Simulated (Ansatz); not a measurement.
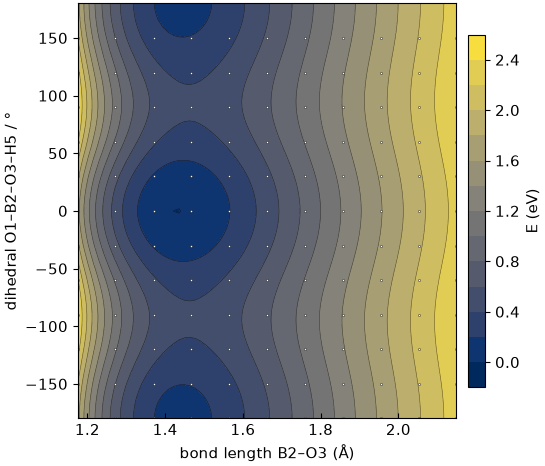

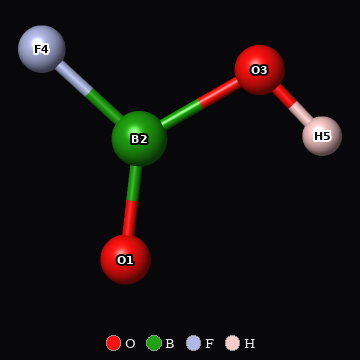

Energy landscape of BFHO2, SMILES [O-]B(O)F, charge −1. Coordinates scanned: (1) bond length B2–O3; (2) dihedral O1–B2–O3–H5. Nothing is relaxed (all other coordinates rigid). Grid: 11 × 12 points; 77 points were computed and 55 follow by symmetry. Energies are in eV, from the relaxed molecule at the same level. The reference is spin-restricted, which grows unreliable where a bond is stretched far. Method: Ansatz, RKS PBE0-D4/def2-TZVPD.

In the figure: filled contours, dots at the grid points. Between grid points the surface is interpolated. The second picture is the structure at the lowest point.

Question: Where are the wells?

Answer: The lowest grid point is at bond length B2–O3 = 1.467 Å, dihedral O1–B2–O3–H5 = 0°, 0.016 eV from the relaxed molecule at the same level. There is a further well near bond length B2–O3 = 1.467 Å, dihedral O1–B2–O3–H5 = −180° (0.12 eV above the lowest at that grid point). The highest grid point, bond length B2–O3 = 1.175 Å, dihedral O1–B2–O3–H5 = −90°, lies 2.39 eV above the lowest. On the interpolated surface the easiest way out of the lowest well to the well at about bond length B2–O3 = 1.44 Å, dihedral O1–B2–O3–H5 = −180° passes a barrier of about 0.43 eV, counted from the interpolated bottom of the well. Round the minimum the two coordinates are nearly uncoupled.

Grid values (eV):

```csv
"dihedral O1–B2–O3–H5 ↓, bond length B2–O3 →",1.175,1.272,1.370,1.467,1.565,1.662,1.759,1.857,1.954,2.052,2.149
150,2.00,0.80,0.30,0.21,0.36,0.63,0.96,1.32,1.67,2.01,2.32
120,2.27,1.02,0.48,0.36,0.48,0.73,1.04,1.38,1.72,2.05,2.36
90,2.41,1.13,0.56,0.43,0.53,0.77,1.07,1.41,1.74,2.07,2.37
60,2.21,0.97,0.43,0.31,0.44,0.69,1.01,1.35,1.70,2.03,2.34
30,1.85,0.67,0.19,0.11,0.27,0.56,0.90,1.26,1.62,1.97,2.29
0,1.67,0.52,0.06,0.02,0.20,0.49,0.84,1.22,1.59,1.94,2.27
−30,1.85,0.67,0.19,0.11,0.27,0.56,0.90,1.26,1.62,1.97,2.29
−60,2.21,0.97,0.43,0.31,0.44,0.69,1.01,1.35,1.70,2.03,2.34
−90,2.41,1.13,0.56,0.43,0.53,0.77,1.07,1.41,1.74,2.07,2.37
−120,2.27,1.02,0.48,0.36,0.48,0.73,1.04,1.38,1.72,2.05,2.36
−150,2.00,0.80,0.30,0.21,0.36,0.63,0.96,1.32,1.67,2.01,2.32
−180,1.87,0.69,0.20,0.13,0.30,0.58,0.92,1.28,1.64,1.98,2.30
```

The input of one point:

```yaml
crystal:
  periodic: [false, false, false]
  atoms:
    - { symbol: O, position_ang: [-1.063329, -0.334476, 0.940791] }
    - { symbol: B, position_ang: [-0.389868, 0.037621, -0.086555] }
    - { symbol: O, position_ang: [1.071893, 0.062198, -0.207957] }
    - { symbol: F, position_ang: [-0.923463, 0.494456, -1.29642] }
    - { symbol: H, position_ang: [1.373083, -0.258617, 0.644481] }
total_charge: -1
basis:
  gaussian: { orbitals: def2-TZVPD }
hamiltonian:
  xc: pbe0
  dispersion: d4
output:
  forces: true
```

The whole map (77 points run) took 4.9 min on 1 thread of Arm Neoverse V2 (shared host).
